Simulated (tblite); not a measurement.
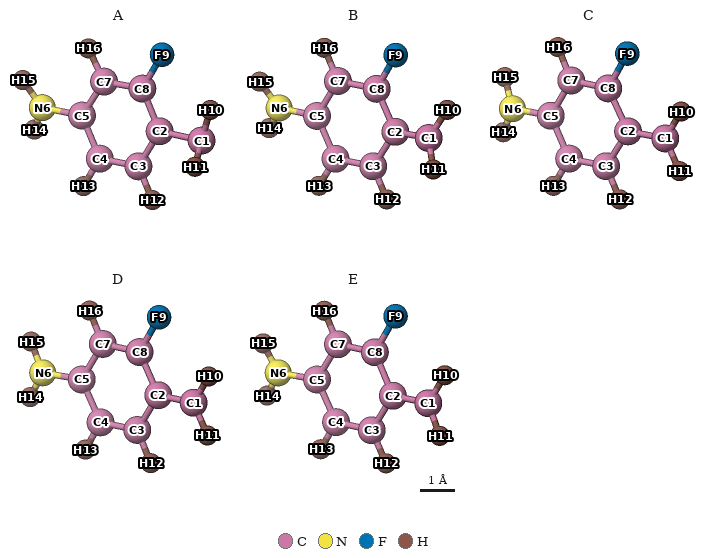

5 geometries from one relaxation of C7H7FN (multiplicity 2), in shuffled order. The picture is a ball-and-stick view, seen from a free direction.

Method: tblite, GFN2-xTB geometry optimisation, gas phase. 

**Order the frames from highest to lowest energy.**

A, B, E, D, C. They are steps 0, 5, 12, 25, 64, at +1.360 eV, +0.275 eV, +0.092 eV, +0.019 eV relative to the last. The largest move after the best rigid fit is that of H11, 0.73 Å. By element the largest moves are H 0.73 Å, C 0.23 Å, F 0.16 Å, N 0.07 Å. Among the contacts that change: C1–C2 1.520 → 1.373 Å, C5–N6 1.438 → 1.373 Å, C1–H10 1.127 → 1.074 Å, C1–H11 1.124 → 1.074 Å. Bond angles that change, for instance: H10–C1–H11 104.0° → 117.8°, C2–C1–H10 109.1° → 121.2°, C2–C1–H11 110.5° → 121.0°. Over 64 geometry steps the energy falls by 1.360 eV.
